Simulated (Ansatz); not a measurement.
## Molecular dynamics, with input and output: SiN2H5OF (part 1 of 2)

SiN2H5OF, computed with RKS BLYP-d3bjatm/6-31G* (Ansatz 0.2.0).

The geometry comes from this level: PBE0-D4/def2-TZVP. Figures and captions count atoms from 1; the log counts them from 0 in places.

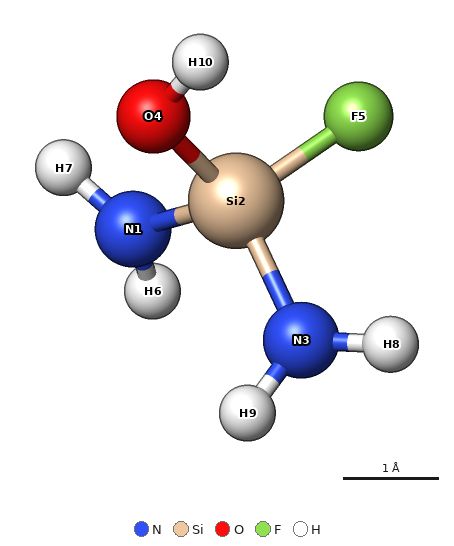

The structure as given in the input (ball-and-stick view, seen at a tilt; atoms are numbered from 1 in the order of the input). Bond lengths as drawn: F–Si 1.60 Å, H–N 1.00 to 1.01 Å, H–O 0.96 Å, N–Si 1.68 to 1.69 Å and O–Si 1.64 Å.

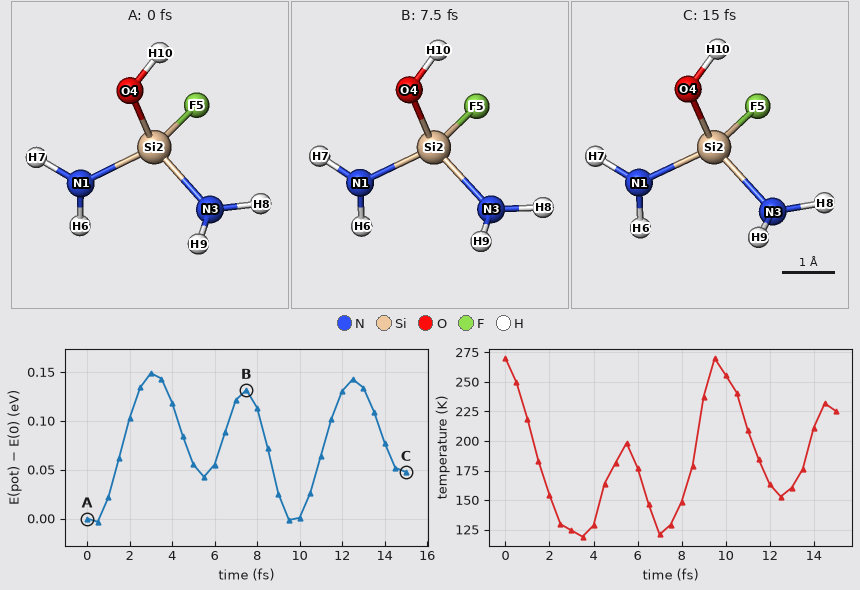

Frames of the molecular dynamics (ball-and-stick, seen at a tilt) above the curves, on which the letters mark them. The trajectory kept here has 31 frames over 15 fs. The temperature starts at 270 K, ranges from 119 to 270 K and averages 199 K over the second half. The potential energy ends 0.048 eV above its first value. After an unweighted best fit of the last frame on the first, the root-mean-square displacement is 0.09 Å.

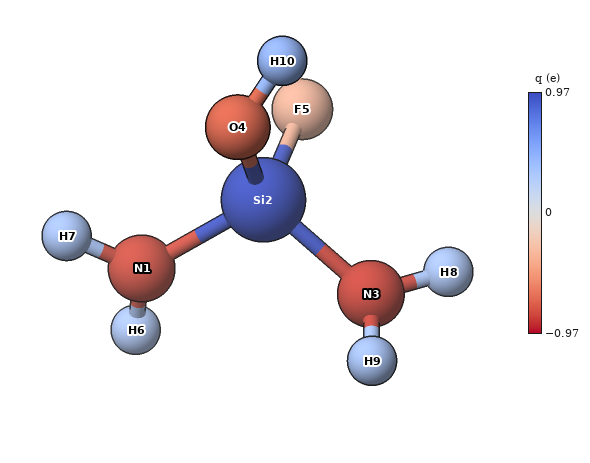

Mulliken charges, as the colour of each atom (ball-and-stick view, seen at a tilt; atoms are numbered from 1 in the order of the input). By element: N −0.81 to −0.78, Si +0.93, O −0.66, F −0.34 and H +0.31 to +0.40 e.

The input that produced these results follows, with the program's output.

**The input**
```yaml
crystal:
  periodic: [false, false, false]
  atoms:
    - {symbol: N, position_ang: [-0.415753, 1.495419, -0.024829]}
    - {symbol: Si, position_ang: [0.063393, -0.096398, -0.298275]}
    - {symbol: N, position_ang: [-0.488663, -1.065147, 0.977805]}
    - {symbol: O, position_ang: [1.670979, 0.022602, -0.585141]}
    - {symbol: F, position_ang: [-0.553869, -0.827115, -1.586609]}
    - {symbol: H, position_ang: [-1.328326, 1.723125, 0.327296]}
    - {symbol: H, position_ang: [0.046591, 2.271965, -0.464079]}
    - {symbol: H, position_ang: [-0.741180, -2.027080, 0.831054]}
    - {symbol: H, position_ang: [-0.238858, -0.873712, 1.932481]}
    - {symbol: H, position_ang: [2.068785, -0.674859, -1.106904]}
basis:
  gaussian: {orbitals: "6-31G*"}
hamiltonian: {xc: {name: BLYP}, dispersion: d3bjatm}
md: {timestep: 0.5 fs, n_steps: 30, ensemble: nvt_langevin, temperature: 300, initial_velocities: maxwell_boltzmann, friction: 0.01, seed: 625}
```

Launched with:
```bash
ansatz run in.yaml --threads 4 --pin off --events-out ev --progress --plain --max-ram 10444MiB
```

**Output**
```
Functional definition: BLYP
  name "BLYP"
  cite "Becke, Phys. Rev. A 38, 3098 (1988) doi:10.1103/PhysRevA.38.3098"
  cite "Lee, Yang & Parr, Phys. Rev. B 37, 785 (1988) doi:10.1103/PhysRevB.37.785"
  parameter beta = 0.0042
  parameter a = 0.04918
  parameter b = 0.132
  parameter c = 0.2533
  parameter d = 0.349
  exchange = b88_x(beta = beta)
  correlation = lyp_c(a = a, b = b, c = c, d = d)
1053 factors; their error is unknown
mean field evaluation 1: about -15684.7339 eV, gradient 1.1e2 eV
mean field evaluation 2: about -15642.1105 eV, gradient 1.7e2 eV
mean field evaluation 4: about -15704.6365 eV, gradient 1.4e1 eV
mean field evaluation 8: about -15704.9312 eV, gradient 2.6e-1 eV
mean field evaluation 16: about -15704.8696 eV, gradient 1.3e-4 eV
mean field -15704.86957164 eV, -577.1433116148 hartree, gradient 3.2e-5 eV, S^2 0.000000; 0 other end points of the search recorded, 0 dependent functions left out
the calculation of the forces begins
reference -15704.86987214 eV, -577.1433226580 hartree; 25, 25 occupied and 64, 64 virtual orbitals, 1053 factors
md step     0: t =     0.00 fs  T =   270.0 K  F+E_penalty+E_count = -15705.26733385 eV  E_kin = 0.349002 eV  (26 SCF iters)
these checks for a lower state are left out or cut short: starts, cluster_reference, orbital_swaps, neighbouring_geometries, increment
1053 factors; their error is unknown
mean field -15704.87332190 eV, -577.1434494343 hartree, gradient 5.5e-6 eV, S^2 0.000000; 0 other end points of the search recorded, 0 dependent functions left out
the calculation of the forces begins
reference -15704.87362210 eV, -577.1434604666 hartree; 25, 25 occupied and 64, 64 virtual orbitals, 1053 factors
md step     1: t =     0.50 fs  T =   249.5 K  F+E_penalty+E_count = -15705.27065764 eV  E_kin = 0.322549 eV  (30 SCF iters)
[... from here on the SCF iterations and repeated set-up lines of each step are left out, up to the last step ...]
md step     2: t =     1.00 fs  T =   218.7 K  F+E_penalty+E_count = -15705.24571856 eV  E_kin = 0.282704 eV  (29 SCF iters)
md step     3: t =     1.50 fs  T =   182.9 K  F+E_penalty+E_count = -15705.20567287 eV  E_kin = 0.236457 eV  (30 SCF iters)
md step     4: t =     2.00 fs  T =   154.3 K  F+E_penalty+E_count = -15705.16447324 eV  E_kin = 0.199499 eV  (29 SCF iters)
md step     5: t =     2.50 fs  T =   129.6 K  F+E_penalty+E_count = -15705.13311041 eV  E_kin = 0.167568 eV  (29 SCF iters)
md step     6: t =     3.00 fs  T =   124.3 K  F+E_penalty+E_count = -15705.11836964 eV  E_kin = 0.160694 eV  (29 SCF iters)
md step     7: t =     3.50 fs  T =   119.1 K  F+E_penalty+E_count = -15705.12401418 eV  E_kin = 0.153886 eV  (29 SCF iters)
md step     8: t =     4.00 fs  T =   128.6 K  F+E_penalty+E_count = -15705.14859823 eV  E_kin = 0.166204 eV  (29 SCF iters)
md step     9: t =     4.50 fs  T =   164.0 K  F+E_penalty+E_count = -15705.18266400 eV  E_kin = 0.211939 eV  (29 SCF iters)
md step    10: t =     5.00 fs  T =   181.5 K  F+E_penalty+E_count = -15705.21198511 eV  E_kin = 0.234616 eV  (28 SCF iters)
md step    11: t =     5.50 fs  T =   198.3 K  F+E_penalty+E_count = -15705.22466816 eV  E_kin = 0.256263 eV  (29 SCF iters)
md step    12: t =     6.00 fs  T =   177.3 K  F+E_penalty+E_count = -15705.21203164 eV  E_kin = 0.229204 eV  (28 SCF iters)
md step    13: t =     6.50 fs  T =   146.6 K  F+E_penalty+E_count = -15705.17857069 eV  E_kin = 0.189494 eV  (29 SCF iters)
md step    14: t =     7.00 fs  T =   120.9 K  F+E_penalty+E_count = -15705.14587714 eV  E_kin = 0.156251 eV  (30 SCF iters)
md step    15: t =     7.50 fs  T =   129.1 K  F+E_penalty+E_count = -15705.13565789 eV  E_kin = 0.166917 eV  (29 SCF iters)
md step    16: t =     8.00 fs  T =   148.6 K  F+E_penalty+E_count = -15705.15386749 eV  E_kin = 0.192088 eV  (30 SCF iters)
md step    17: t =     8.50 fs  T =   179.1 K  F+E_penalty+E_count = -15705.19516341 eV  E_kin = 0.231517 eV  (28 SCF iters)
md step    18: t =     9.00 fs  T =   237.6 K  F+E_penalty+E_count = -15705.24184150 eV  E_kin = 0.307087 eV  (29 SCF iters)
md step    19: t =     9.50 fs  T =   269.9 K  F+E_penalty+E_count = -15705.26887510 eV  E_kin = 0.348855 eV  (29 SCF iters)
md step    20: t =    10.00 fs  T =   255.7 K  F+E_penalty+E_count = -15705.26653924 eV  E_kin = 0.330560 eV  (29 SCF iters)
md step    21: t =    10.50 fs  T =   241.0 K  F+E_penalty+E_count = -15705.24135617 eV  E_kin = 0.311515 eV  (29 SCF iters)
md step    22: t =    11.00 fs  T =   209.4 K  F+E_penalty+E_count = -15705.20319199 eV  E_kin = 0.270733 eV  (28 SCF iters)
md step    23: t =    11.50 fs  T =   184.4 K  F+E_penalty+E_count = -15705.16508195 eV  E_kin = 0.238365 eV  (28 SCF iters)
md step    24: t =    12.00 fs  T =   163.4 K  F+E_penalty+E_count = -15705.13686886 eV  E_kin = 0.211155 eV  (29 SCF iters)
md step    25: t =    12.50 fs  T =   152.9 K  F+E_penalty+E_count = -15705.12469386 eV  E_kin = 0.197690 eV  (29 SCF iters)
md step    26: t =    13.00 fs  T =   160.4 K  F+E_penalty+E_count = -15705.13317721 eV  E_kin = 0.207370 eV  (30 SCF iters)
md step    27: t =    13.50 fs  T =   176.2 K  F+E_penalty+E_count = -15705.15779420 eV  E_kin = 0.227738 eV  (30 SCF iters)
md step    28: t =    14.00 fs  T =   211.3 K  F+E_penalty+E_count = -15705.18960645 eV  E_kin = 0.273086 eV  (29 SCF iters)
md step    29: t =    14.50 fs  T =   231.8 K  F+E_penalty+E_count = -15705.21529289 eV  E_kin = 0.299635 eV  (29 SCF iters)
these checks for a lower state are left out or cut short: starts, cluster_reference, orbital_swaps, neighbouring_geometries, increment
1053 factors; their error is unknown
mean field -15704.82882846 eV, -577.1418143305 hartree, gradient 6.7e-6 eV, S^2 0.000000; 0 other end points of the search recorded, 0 dependent functions left out
the calculation of the forces begins
reference -15704.82913091 eV, -577.1418254455 hartree; 25, 25 occupied and 64, 64 virtual orbitals, 1053 factors
1053 factors; their error is unknown
mean field evaluation 256: about -15704.8900 eV, gradient 3.3e-1 eV
mean field -15704.82882846 eV, -577.1418143305 hartree, gradient 1.1e-5 eV, S^2 0.000000; 1 other end points of the search recorded, 0 dependent functions left out
the calculation of the forces begins
reference -15704.82913091 eV, -577.1418254455 hartree; 25, 25 occupied and 64, 64 virtual orbitals, 1053 factors
md step    30: t =    15.00 fs  T =   225.4 K  F+E_penalty+E_count = -15705.21961629 eV  E_kin = 0.291349 eV  (27 SCF iters)
Total energy: -15705.21991874 eV, -577.1561866334 hartree
Atom 0 at    -0.378480     1.535720    -0.054985 Å, force    -0.796345    -0.560990     0.835136 eV/Å
Atom 1 at     0.054573    -0.095338    -0.302125 Å, force     0.878309    -0.633077     0.147546 eV/Å
Atom 2 at    -0.559183    -1.097644     1.007018 Å, force     0.182322     0.640611    -0.909195 eV/Å
Atom 3 at     1.754171    -0.009839    -0.571482 Å, force    -1.146045     0.082698     0.201832 eV/Å
Atom 4 at    -0.621119    -0.831765    -1.584877 Å, force     0.044491    -0.045163    -0.370807 eV/Å
Atom 5 at    -1.286240     1.744069     0.379639 Å, force     0.344976    -0.001646    -0.213809 eV/Å
Atom 6 at     0.009456     2.302959    -0.568310 Å, force     0.344475     0.516828    -0.371626 eV/Å
Atom 7 at    -0.851987    -2.071811     0.788084 Å, force     0.484759     0.775713     0.527302 eV/Å
Atom 8 at    -0.090994    -0.911715     1.895824 Å, force    -0.225958    -0.653842     0.167014 eV/Å
Atom 9 at     2.111644    -0.706295    -1.154998 Å, force    -0.110985    -0.121132    -0.013393 eV/Å
Dipole moment:    -0.015335    -0.057155     0.141750 e Å
```

**Trajectory as extended XYZ (Å, eV, eV/Å), 31 frames, from step=0 to step=30**
```
10
Properties=species:S:1:pos:R:3:forces:R:3 step=0 time_fs=0.0 energy=-15705.26733 temperature=270.0
N    -0.4158    1.4954   -0.0248    0.0370   0.2083   0.2566
Si    0.0634   -0.0964   -0.2983   -0.1474  -0.0023   0.1213
N    -0.4887   -1.0651    0.9778   -0.3337   0.0185   0.2161
O     1.6710    0.0226   -0.5851    0.8217   0.8316   0.3370
F    -0.5539   -0.8271   -1.5866   -0.4469  -0.5034  -0.8852
H    -1.3283    1.7231    0.3273   -0.5320   0.1267   0.2084
H     0.0466    2.2720   -0.4641    0.2688   0.4526  -0.2638
H    -0.7412   -2.0271    0.8311   -0.1409  -0.5684  -0.0744
H    -0.2389   -0.8737    1.9325    0.1565   0.1034   0.5669
H     2.0688   -0.6749   -1.1069    0.3170  -0.6670  -0.4828
10
Properties=species:S:1:pos:R:3:forces:R:3 step=1 time_fs=0.5 energy=-15705.27066 temperature=249.5
N    -0.4152    1.4938   -0.0261    0.4051   1.0955  -0.1427
Si    0.0639   -0.0957   -0.2976   -0.0860  -0.0845   0.0425
N    -0.4907   -1.0647    0.9754   -0.2510   0.1260   0.6439
O     1.6730    0.0212   -0.5847    0.9036   0.6301   0.1964
F    -0.5557   -0.8262   -1.5855   -0.4330  -0.4974  -0.8828
H    -1.3305    1.7196    0.3317   -0.3499   0.1469   0.1189
H     0.0616    2.2843   -0.4846   -0.3016  -0.3823   0.2493
H    -0.7441   -2.0251    0.8448   -0.1958  -0.7227  -0.2081
H    -0.2403   -0.8834    1.9380    0.1219   0.1524   0.3109
H     2.0719   -0.6788   -1.1120    0.1865  -0.4641  -0.3283
10
Properties=species:S:1:pos:R:3:forces:R:3 step=2 time_fs=1.0 energy=-15705.24572 temperature=218.7
N    -0.4147    1.4924   -0.0276    0.6280   1.7910  -0.4308
Si    0.0642   -0.0951   -0.2969   -0.0146  -0.1646  -0.0322
N    -0.4927   -1.0643    0.9735   -0.2032   0.1111   1.0290
O     1.6752    0.0200   -0.5843    0.9768   0.4246   0.0531
F    -0.5576   -0.8254   -1.5845   -0.4202  -0.4913  -0.8793
H    -1.3335    1.7166    0.3355   -0.1421   0.1544   0.0192
H     0.0754    2.2955   -0.5037   -0.7521  -1.0192   0.6612
H    -0.7476   -2.0256    0.8575   -0.2165  -0.7510  -0.3167
H    -0.2408   -0.8935    1.9437    0.0897   0.2027   0.0655
H     2.0752   -0.6834   -1.1170    0.0542  -0.2577  -0.1690
10
Properties=species:S:1:pos:R:3:forces:R:3 step=3 time_fs=1.5 energy=-15705.20567 temperature=182.9
N    -0.4141    1.4915   -0.0293    0.7447   2.2861  -0.6199
Si    0.0644   -0.0945   -0.2963    0.0608  -0.2411  -0.1008
N    -0.4946   -1.0641    0.9717   -0.1783   0.0059   1.3973
O     1.6774    0.0188   -0.5840    1.0395   0.2278  -0.0843
F    -0.5594   -0.8245   -1.5834   -0.4101  -0.4862  -0.8796
H    -1.3365    1.7139    0.3383    0.0467   0.1583  -0.0716
H     0.0865    2.3045   -0.5207   -1.0765  -1.4617   0.9645
H    -0.7517   -2.0282    0.8703   -0.2081  -0.6767  -0.4068
H    -0.2401   -0.9024    1.9493    0.0531   0.2476  -0.1843
H     2.0780   -0.6877   -1.1226   -0.0720  -0.0601  -0.0145
10
Properties=species:S:1:pos:R:3:forces:R:3 step=4 time_fs=2.0 energy=-15705.16447 temperature=154.3
N    -0.4134    1.4909   -0.0311    0.7969   2.6026  -0.7332
Si    0.0644   -0.0938   -0.2957    0.1384  -0.3198  -0.1656
N    -0.4964   -1.0642    0.9699   -0.1667  -0.1607   1.7553
O     1.6797    0.0176   -0.5838    1.0881   0.0405  -0.2163
F    -0.5614   -0.8238   -1.5822   -0.4003  -0.4789  -0.8809
H    -1.3385    1.7118    0.3400    0.1856   0.1633  -0.1398
H     0.0941    2.3101   -0.5353   -1.2843  -1.7341   1.1674
H    -0.7565   -2.0326    0.8827   -0.1745  -0.5197  -0.4789
H    -0.2380   -0.9095    1.9549    0.0079   0.2786  -0.4433
H     2.0803   -0.6918   -1.1291   -0.1910   0.1282   0.1352
10
Properties=species:S:1:pos:R:3:forces:R:3 step=5 time_fs=2.5 energy=-15705.13311 temperature=129.6
N    -0.4124    1.4908   -0.0328    0.8110   2.7645  -0.7878
Si    0.0642   -0.0931   -0.2953    0.2231  -0.3988  -0.2192
N    -0.4980   -1.0647    0.9684   -0.1730  -0.3881   2.0758
O     1.6822    0.0163   -0.5838    1.1048  -0.1207  -0.3289
F    -0.5637   -0.8234   -1.5810   -0.3906  -0.4695  -0.8823
H    -1.3392    1.7103    0.3407    0.2653   0.1708  -0.1806
H     0.0984    2.3120   -0.5464   -1.3913  -1.8622   1.2802
H    -0.7618   -2.0388    0.8933   -0.1157  -0.2828  -0.5315
H    -0.2350   -0.9156    1.9602   -0.0413   0.2969  -0.6920
H     2.0819   -0.6957   -1.1356   -0.2924   0.2898   0.2663
10
Properties=species:S:1:pos:R:3:forces:R:3 step=6 time_fs=3.0 energy=-15705.11837 temperature=124.3
N    -0.4112    1.4914   -0.0348    0.8039   2.7711  -0.7928
Si    0.0641   -0.0925   -0.2949    0.2980  -0.4630  -0.2579
N    -0.4996   -1.0657    0.9673   -0.1977  -0.6368   2.2951
O     1.6850    0.0150   -0.5838    1.0964  -0.2530  -0.4196
F    -0.5661   -0.8229   -1.5799   -0.3792  -0.4586  -0.8808
H    -1.3382    1.7090    0.3406    0.2870   0.1855  -0.1952
H     0.0995    2.3102   -0.5542   -1.4125  -1.8649   1.3125
H    -0.7667   -2.0462    0.9020   -0.0455  -0.0143  -0.5708
H    -0.2318   -0.9213    1.9639   -0.0775   0.3135  -0.8652
H     2.0833   -0.6992   -1.1417   -0.3728   0.4205   0.3747
10
Properties=species:S:1:pos:R:3:forces:R:3 step=7 time_fs=3.5 energy=-15705.12401 temperature=119.1
N    -0.4098    1.4926   -0.0368    0.7300   2.6249  -0.7239
Si    0.0641   -0.0921   -0.2945    0.3560  -0.5097  -0.2859
N    -0.5014   -1.0668    0.9666   -0.2296  -0.8608   2.4131
O     1.6879    0.0138   -0.5838    1.0569  -0.3353  -0.4716
F    -0.5686   -0.8225   -1.5788   -0.3651  -0.4452  -0.8750
H    -1.3368    1.7081    0.3405    0.2960   0.1961  -0.2026
H     0.0972    2.3044   -0.5581   -1.3453  -1.7339   1.2573
H    -0.7707   -2.0536    0.9091    0.0197   0.2311  -0.6044
H    -0.2286   -0.9264    1.9653   -0.0963   0.3331  -0.9504
H     2.0846   -0.7013   -1.1466   -0.4223   0.4996   0.4434
10
Properties=species:S:1:pos:R:3:forces:R:3 step=8 time_fs=4.0 energy=-15705.14860 temperature=128.6
N    -0.4083    1.4942   -0.0386    0.5919   2.3204  -0.5755
Si    0.0642   -0.0919   -0.2942    0.4058  -0.5396  -0.3104
N    -0.5031   -1.0677    0.9660   -0.2748  -1.0718   2.4398
O     1.6909    0.0125   -0.5839    0.9768  -0.3512  -0.4717
F    -0.5712   -0.8224   -1.5778   -0.3497  -0.4296  -0.8673
H    -1.3343    1.7076    0.3405    0.2771   0.2035  -0.1955
H     0.0915    2.2944   -0.5580   -1.1783  -1.4536   1.1010
H    -0.7748   -2.0602    0.9143    0.0801   0.4547  -0.6303
H    -0.2252   -0.9309    1.9641   -0.0968   0.3558  -0.9489
H     2.0854   -0.7018   -1.1503   -0.4321   0.5114   0.4587
10
Properties=species:S:1:pos:R:3:forces:R:3 step=9 time_fs=4.5 energy=-15705.18266 temperature=164.0
N    -0.4067    1.4963   -0.0404    0.4262   1.8361  -0.3583
Si    0.0642   -0.0918   -0.2939    0.4568  -0.5526  -0.3362
N    -0.5048   -1.0684    0.9654   -0.3311  -1.2551   2.3788
O     1.6941    0.0110   -0.5839    0.8479  -0.3009  -0.4178
F    -0.5737   -0.8225   -1.5770   -0.3318  -0.4104  -0.8556
H    -1.3303    1.7077    0.3399    0.1904   0.2189  -0.1577
H     0.0830    2.2810   -0.5550   -0.9090  -1.0177   0.8392
H    -0.7787   -2.0658    0.9183    0.1313   0.6426  -0.6522
H    -0.2222   -0.9346    1.9602   -0.0768   0.3831  -0.8604
H     2.0861   -0.7005   -1.1526   -0.4040   0.4560   0.4204
```
